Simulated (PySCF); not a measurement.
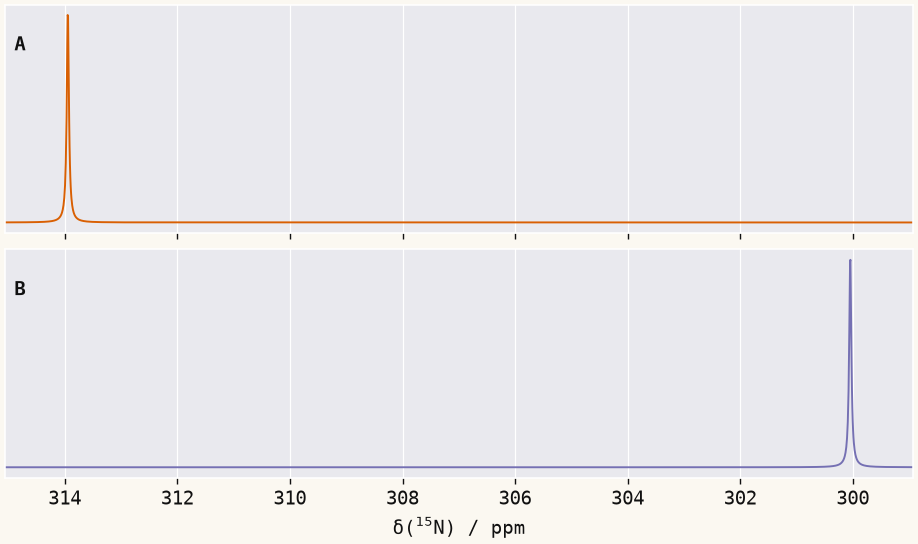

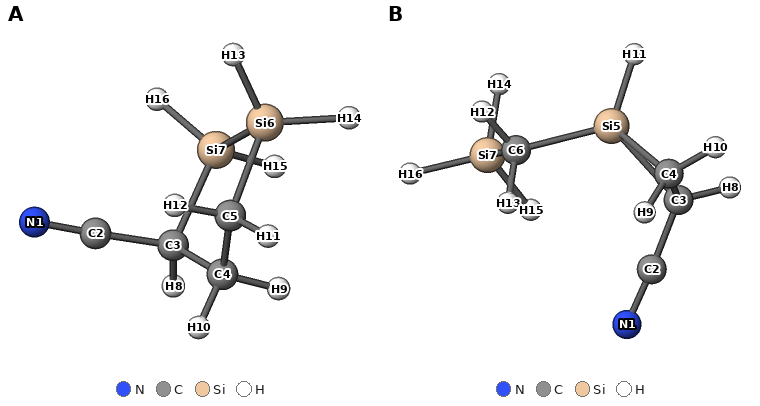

Related molecules: A is C₄H₉NSi₂, SMILES N#C[C@@H]1CC[SiH2][SiH2]1; B is C₄H₉NSi₂, SMILES N#C[C@@H]1C[Si@@H]1C[SiH3]. GIAO ¹⁵N shifts against NH₃ (¹⁵N: a single molecule, while the usual scales start at liquid NH₃ or nitromethane; multiply bonded nitrogen can come out tens of ppm too deshielded), HF/pcSseg-1, PySCF, at a PBE0-D3(BJ)/def2-SVP geometry (no frequency check); fully decoupled, line heights follow the number of nuclei within a panel, widths are arbitrary (no quadrupolar broadening); values of one conformer, averaged over methyl-type rotors and exact or near symmetry; other conformers aren't averaged in.

### How does the ¹⁵N shift respond?

From A (313.9 ppm) to B (300.0 ppm) the nucleus is shielded by 13.9 ppm.
